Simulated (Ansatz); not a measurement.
```xyz
12

N    -1.8026   -1.2590    0.9085
B    -0.5372   -1.2009    0.3045
C     0.3167    0.0939    0.3543
N     1.7827   -0.0096   -0.0339
Si    0.8745    0.8173   -1.2751
H    -2.4048   -2.0663    0.8393
H    -2.2078   -0.4991    1.4392
H    -0.1498   -2.1629   -0.3031
H     0.0728    0.8737    1.0908
H     2.3842    0.5393    0.5776
H     0.7510    0.1347   -2.5819
H     0.8994    2.3002   -1.3707
```

Theory: RKS r2SCAN-D4/6-31G* (Ansatz).

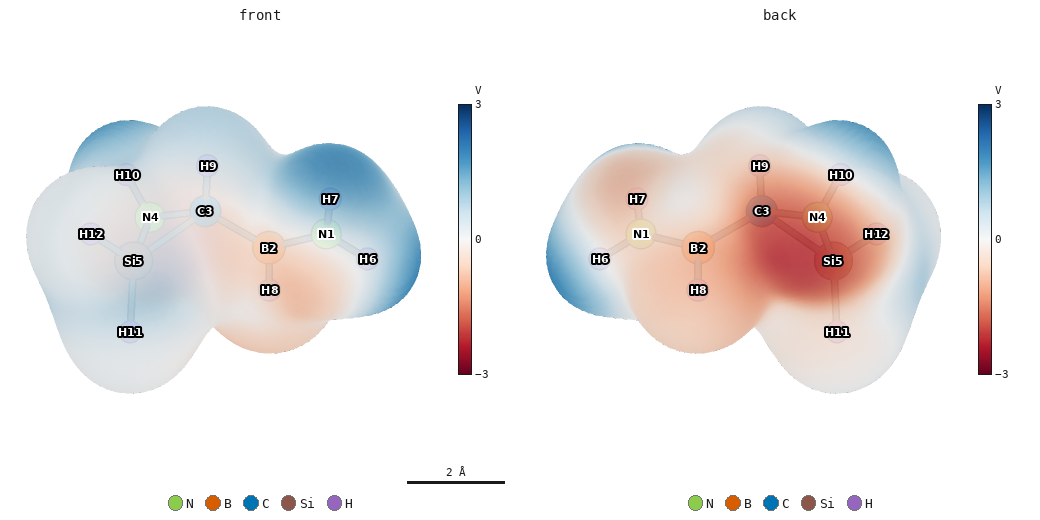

CH$_{7}$BN$_{2}$Si. The electrostatic potential painted on the density surface at 0.002 e/bohr³, seen from the front and from behind; red is negative and blue positive.

**Where is the surface potential most negative and most positive?**

The most negative region (about −2.2 V, or −51 kcal/mol for a unit charge) lies over N4, the most positive (about +1.8 V, or +42 kcal/mol for a unit charge) over H6 and H7. N4 is the likeliest acceptor of a hydrogen bond.
